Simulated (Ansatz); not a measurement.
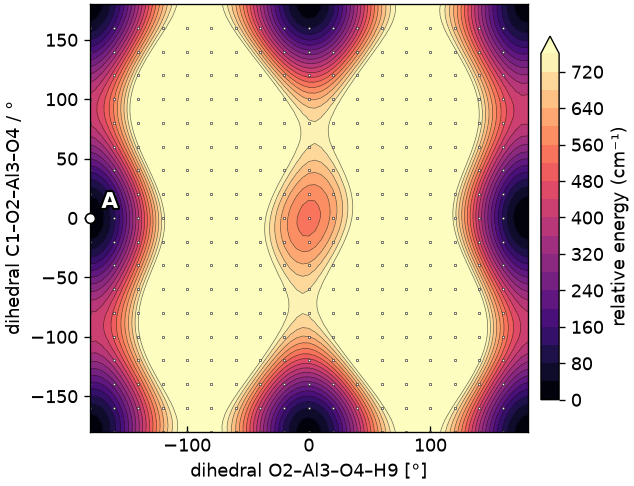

CH₄AlBrO₂, SMILES C[O][Al]([OH])[Br]. First axis: dihedral O2–Al3–O4–H9. Second axis: dihedral C1–O2–Al3–O4. Nothing is relaxed (all other coordinates rigid). The grid has 18 × 18 points. Points are written as (first, second). Energies: cm⁻¹, counted from the lowest grid point. The calculation used Ansatz 0.2.0, RHF/def2-SVP.

The picture shows filled contours, dots at the grid points, one colour for all values above the top of the scale, the well A. Between grid points the surface is interpolated.

**Where is the minimum, and how stiff is the well along each coordinate? Take the well at A.**

The interpolated minimum is at dihedral O2–Al3–O4–H9 ≈ −180°, dihedral C1–O2–Al3–O4 ≈ 0°. The curvatures there are about 0.23 eV/rad² and 0.1 eV/rad², with a cross term of about 0 eV/rad². Round the minimum the two coordinates are nearly uncoupled. (1 eV is 8066 cm⁻¹.)
